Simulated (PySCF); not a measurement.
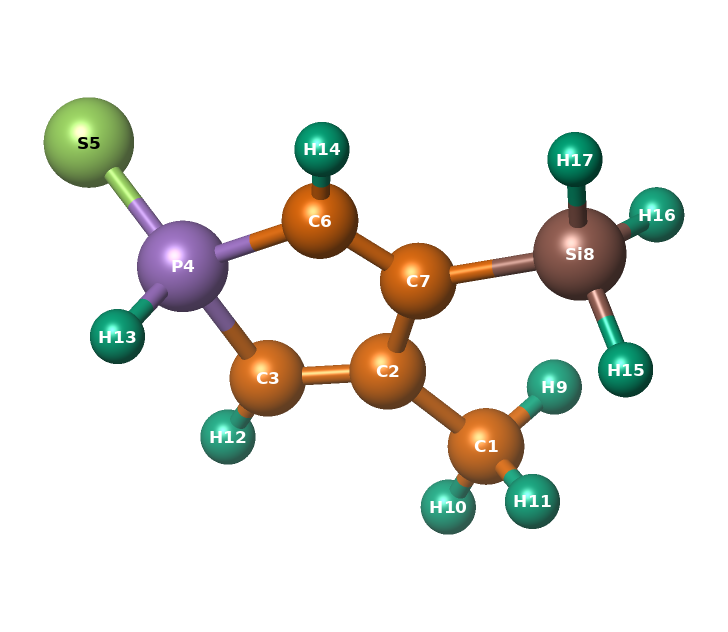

Numbered structure. Computed geometry: GFN2-xTB optimisation. No frequency run is at hand to confirm it as a minimum.

Which atoms are bonded, and how long are the bonds? Leave out bonds to hydrogen.

| bond | length (Å) | order |
| --- | --- | --- |
| C1–C2 | 1.488 | single |
| C2–C3 | 1.345 | double |
| C2–C7 | 1.470 | single |
| C3–P4 | 1.801 | single |
| P4–S5 | 1.935 | double |
| P4–C6 | 1.806 | single |
| C6–C7 | 1.345 | double |
| C7–Si8 | 1.889 | single |
